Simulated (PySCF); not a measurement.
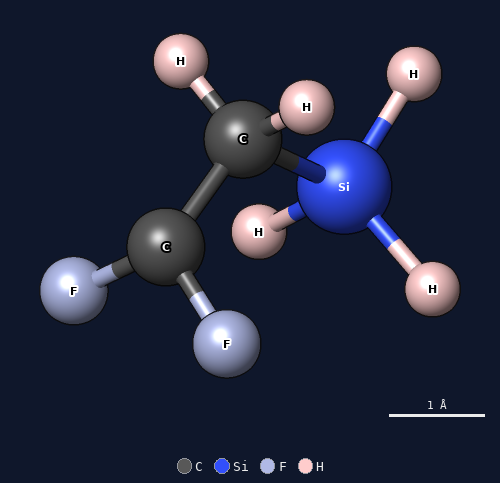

**Figure 1.** The input geometry (ball-and-stick view, seen at a tilt). Bond lengths as drawn: C–C 1.48 Å, C–F 1.32 to 1.34 Å, C–H 1.09 Å, C–Si 1.94 Å and H–Si 1.45 to 1.49 Å.

Geometry relaxation of C$_{2}$H$_{5}$F$_{2}$Si

The run: geometry relaxation of C$_{2}$H$_{5}$F$_{2}$Si, multiplicity 2, SMILES F[C](F)C[SiH3]. Method and program: PBE0-D3(BJ)/def2-SVP geometry optimisation, gas phase (PySCF 2.14.0).

The input:
```
{"job": {"xc": "PBE0", "basis": "def2-SVP", "d3": "d3bj", "grid": 2, "kind": "geom", "shake": 0.01}, "charge": 0, "multiplicity": 2}
C     -0.653157    -1.181350     0.792366
C     -0.821391     0.133536     0.128757
Si     0.842408     0.775764    -0.641811
F     -0.353553    -2.224851     0.015081
F      0.082230    -1.226072     1.892282
H     -1.558105     0.052375    -0.665745
H     -1.163397     0.862218     0.858883
H      1.319077    -0.211819    -1.610110
H      1.805215     0.939980     0.487701
H      0.542225     2.054635    -1.255930
```

The first line tells a small driver script what to run in PySCF; the rest is the geometry in Å.

Run as:
```bash
OMP_NUM_THREADS=1 python <driver script> task.json out
```

Log:
```
step   0  E = -567.62856616  max force = 0.023695
step   1  E = -567.62937347  max force = 0.015631
step   2  E = -567.63088343  max force = 0.004464
step   3  E = -567.63108555  max force = 0.001591
step   4  E = -567.63112786  max force = 0.000762
step   5  E = -567.63114895  max force = 0.000525
step   6  E = -567.63116507  max force = 0.000572
step   7  E = -567.63117704  max force = 0.000486
step   8  E = -567.63118359  max force = 0.000249
optimisation converged
```

Trajectory as extended XYZ (Å, eV, eV/Å), 9 frames, from step=0 to step=8:
```
10
Properties=species:S:1:pos:R:3:forces:R:3 step=0 energy=-15445.96003
C    -0.6532   -1.1813    0.7924   -0.6193  -0.4132  -0.0170
C    -0.8214    0.1335    0.1288    1.2185  -0.4419  -0.0930
Si    0.8424    0.7758   -0.6418   -0.5988  -0.4533   1.0621
F    -0.3535   -2.2248    0.0151    0.0386   0.3587  -0.0044
F     0.0822   -1.2261    1.8923    0.1815   0.2203   0.0085
H    -1.5581    0.0524   -0.6657   -0.3615  -0.0591  -0.2939
H    -1.1634    0.8622    0.8589   -0.1854   0.2991   0.2909
H     1.3191   -0.2118   -1.6101    0.2475  -0.2803  -0.3873
H     1.8052    0.9400    0.4877    0.0912   0.0224  -0.1197
H     0.5422    2.0546   -1.2559   -0.0121   0.7473  -0.4460
10
Properties=species:S:1:pos:R:3:forces:R:3 step=1 energy=-15445.98200
C    -0.6349   -1.2412    0.8099    0.8038   0.6531  -0.2005
C    -0.8535    0.0424    0.0843   -0.3318   0.0611   0.0549
Si    0.7707    0.7869   -0.6029    0.0127  -0.1925  -0.0396
F     0.0219   -2.1506    0.0960   -0.2311  -0.3164   0.0116
F     0.0234   -1.0391    1.9501   -0.2030  -0.3026   0.2751
H    -1.5555   -0.0955   -0.7533    0.0128  -0.0088   0.0088
H    -1.3071    0.7571    0.7916   -0.0175  -0.0227  -0.1098
H     1.3334   -0.1667   -1.6042    0.0288   0.0685  -0.0125
H     1.7583    0.9909    0.4952   -0.0184   0.0098   0.0186
H     0.4844    2.0904   -1.2650   -0.0564   0.0505  -0.0066
10
Properties=species:S:1:pos:R:3:forces:R:3 step=2 energy=-15446.02309
C    -0.6116   -1.2307    0.8126   -0.0366   0.0507   0.0934
C    -0.8330    0.0511    0.0813    0.2040  -0.2076   0.1909
Si    0.7789    0.8044   -0.6200   -0.0074  -0.0270  -0.0557
F    -0.0300   -2.2128    0.1275   -0.0703   0.1814  -0.0004
F    -0.0208   -1.1104    2.0019   -0.0915   0.0398  -0.2296
H    -1.5373   -0.0955   -0.7525    0.0131  -0.0721   0.0229
H    -1.2888    0.7685    0.7812   -0.0112  -0.0113  -0.0318
H     1.3591   -0.1312   -1.6268    0.0138   0.0202  -0.0076
H     1.7653    1.0268    0.4758   -0.0074   0.0006   0.0200
H     0.4593    2.1044   -1.2793   -0.0064   0.0252  -0.0021
10
Properties=species:S:1:pos:R:3:forces:R:3 step=3 energy=-15446.02859
C    -0.6183   -1.2266    0.8176   -0.0367   0.0114   0.0818
C    -0.8262    0.0469    0.0854    0.0742  -0.0381   0.0497
Si    0.7823    0.8023   -0.6234   -0.0145   0.0011  -0.0195
F    -0.0465   -2.2065    0.1259    0.0015   0.0153  -0.0084
F    -0.0245   -1.1061    2.0014   -0.0092  -0.0083  -0.0698
H    -1.5302   -0.1118   -0.7457    0.0013  -0.0181  -0.0138
H    -1.2854    0.7681    0.7781   -0.0158   0.0263  -0.0291
H     1.3719   -0.1260   -1.6310    0.0037   0.0089  -0.0041
H     1.7644    1.0321    0.4754   -0.0023   0.0005   0.0055
H     0.4536    2.1020   -1.2820   -0.0021   0.0011   0.0077
10
Properties=species:S:1:pos:R:3:forces:R:3 step=4 energy=-15446.02974
C    -0.6230   -1.2253    0.8247   -0.0049   0.0104   0.0392
C    -0.8219    0.0444    0.0866    0.0060   0.0049  -0.0059
Si    0.7838    0.8017   -0.6256   -0.0042   0.0026   0.0059
F    -0.0597   -2.2090    0.1320    0.0034  -0.0305  -0.0224
F    -0.0217   -1.1057    2.0027    0.0100  -0.0005   0.0118
H    -1.5234   -0.1217   -0.7458    0.0047  -0.0020  -0.0118
H    -1.2842    0.7738    0.7686   -0.0141   0.0150  -0.0175
H     1.3804   -0.1216   -1.6335   -0.0001   0.0018  -0.0029
H     1.7628    1.0376    0.4751    0.0017   0.0003  -0.0026
H     0.4479    2.1002   -1.2830   -0.0025  -0.0020   0.0063
10
Properties=species:S:1:pos:R:3:forces:R:3 step=5 energy=-15446.03031
C    -0.6252   -1.2235    0.8323    0.0057   0.0115  -0.0013
C    -0.8192    0.0419    0.0856   -0.0250   0.0145  -0.0220
Si    0.7850    0.8012   -0.6266    0.0043   0.0025   0.0148
F    -0.0722   -2.2143    0.1403   -0.0006  -0.0229  -0.0026
F    -0.0162   -1.1011    2.0055    0.0171  -0.0026   0.0270
H    -1.5166   -0.1312   -0.7490    0.0089  -0.0006  -0.0059
H    -1.2861    0.7788    0.7567   -0.0100   0.0004  -0.0058
H     1.3869   -0.1183   -1.6348   -0.0019  -0.0016  -0.0012
H     1.7622    1.0426    0.4747    0.0025  -0.0010  -0.0049
H     0.4425    2.0984   -1.2830   -0.0012  -0.0003   0.0019
10
Properties=species:S:1:pos:R:3:forces:R:3 step=6 energy=-15446.03075
C    -0.6258   -1.2202    0.8406    0.0108   0.0013  -0.0247
C    -0.8181    0.0392    0.0828   -0.0294   0.0139  -0.0174
Si    0.7858    0.8009   -0.6267    0.0074   0.0045   0.0125
F    -0.0838   -2.2205    0.1526   -0.0065  -0.0040   0.0090
F    -0.0074   -1.0920    2.0081    0.0130   0.0033   0.0235
H    -1.5094   -0.1429   -0.7552    0.0097  -0.0050  -0.0008
H    -1.2921    0.7821    0.7424   -0.0050  -0.0093   0.0027
H     1.3921   -0.1161   -1.6347   -0.0024  -0.0030   0.0004
H     1.7616    1.0469    0.4747    0.0010  -0.0022  -0.0033
H     0.4382    2.0969   -1.2829    0.0015   0.0004  -0.0018
10
Properties=species:S:1:pos:R:3:forces:R:3 step=7 energy=-15446.03108
C    -0.6246   -1.2157    0.8482    0.0092  -0.0082  -0.0250
C    -0.8187    0.0365    0.0786   -0.0184   0.0104  -0.0063
Si    0.7859    0.8010   -0.6263    0.0050   0.0044   0.0042
F    -0.0920   -2.2256    0.1665   -0.0064   0.0120   0.0147
F     0.0028   -1.0782    2.0102    0.0045   0.0041   0.0084
H    -1.5027   -0.1565   -0.7628    0.0063  -0.0080   0.0011
H    -1.3016    0.7828    0.7280   -0.0010  -0.0106   0.0051
H     1.3955   -0.1157   -1.6327   -0.0013  -0.0024   0.0012
H     1.7600    1.0499    0.4758   -0.0010  -0.0022   0.0003
H     0.4366    2.0958   -1.2838    0.0031   0.0006  -0.0036
10
Properties=species:S:1:pos:R:3:forces:R:3 step=8 energy=-15446.03125
C    -0.6226   -1.2116    0.8533    0.0050  -0.0089  -0.0105
C    -0.8205    0.0344    0.0746   -0.0038   0.0052   0.0023
Si    0.7853    0.8014   -0.6259    0.0008   0.0019  -0.0024
F    -0.0935   -2.2275    0.1781   -0.0013   0.0128   0.0092
F     0.0102   -1.0645    2.0116   -0.0038   0.0034  -0.0025
H    -1.4981   -0.1686   -0.7694    0.0015  -0.0070   0.0011
H    -1.3114    0.7813    0.7172    0.0008  -0.0057   0.0020
H     1.3970   -0.1169   -1.6296    0.0005  -0.0008   0.0014
H     1.7570    1.0512    0.4779   -0.0023  -0.0007   0.0023
H     0.4376    2.0953   -1.2861    0.0026  -0.0002  -0.0030
```

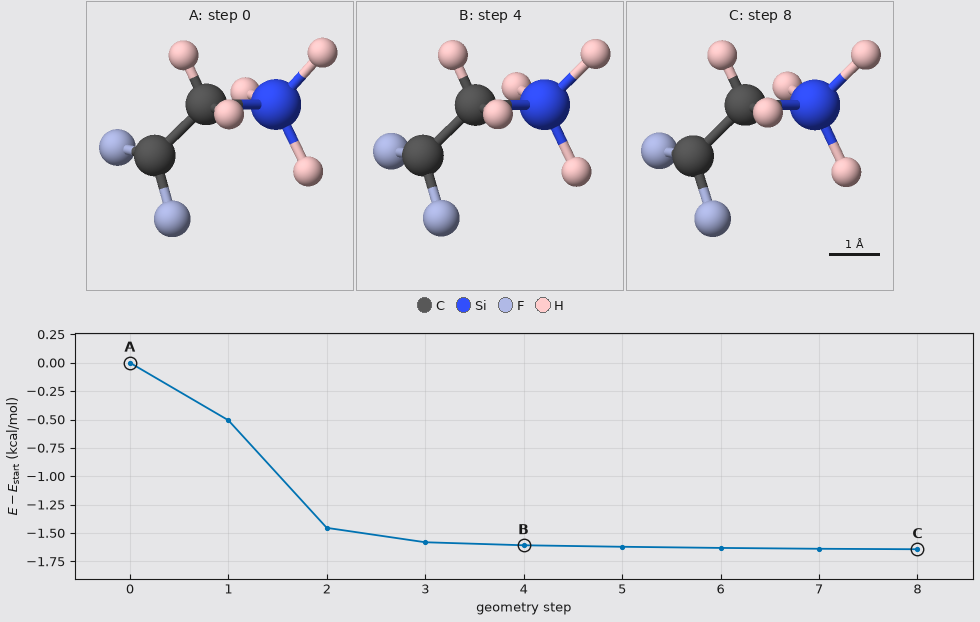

**Figure 2.** Frames of the relaxation (ball-and-stick view, seen at a tilt) above the curves, on which the letters mark them (steps are counted from 0).

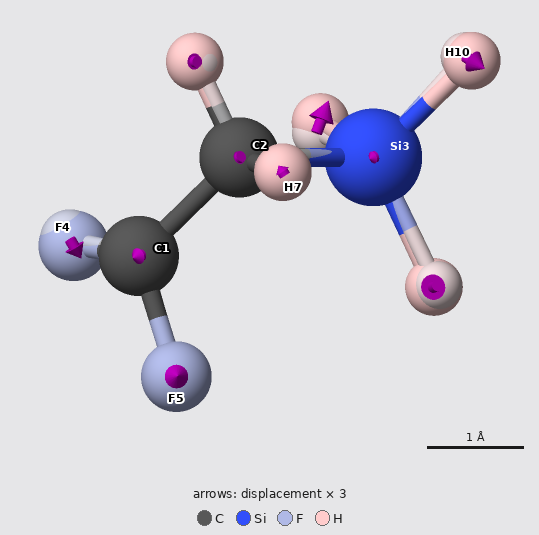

**Figure 3.** Start (faint) and end (solid) with the displacements as pink arrows, magnified 3 times (ball-and-stick view, seen at a tilt). The two geometries are laid on each other by the best rigid fit. Over 8 geometry steps the energy falls by 1.64 kcal/mol. Largest force component: 1.2 eV/Å at the start, 0.013 eV/Å at the end. The largest moves after the best rigid fit, 0.12 Å, are those of H8 and H9. By element the largest moves are H 0.12 Å, F 0.10 Å, C 0.05 Å, Si 0.03 Å. Distances before and after: Si3–H10 1.450 → 1.494 Å, C2–Si3 1.943 → 1.912 Å, Si3–H8 1.463 → 1.492 Å, C2–H6 1.087 → 1.101 Å. Among the angles that change: C2–Si3–H9 106.8° → 110.1°, H8–Si3–H10 112.5° → 109.3°, C1–C2–Si3 111.9° → 114.7°. (Atoms are counted from 1 in the order of the input.)

Key numbers:

| quantity | value |
| --- | --- |
| outcome | converged |
| total energy | −567.631184 hartree |
| ⟨S²⟩ | 0.753 |
| dipole moment | 1.81 D |
| point group | C1 |
| hardware | 1 CPU thread, shared host |
| wall time | 56 s |
| peak memory | 0.53 GiB |
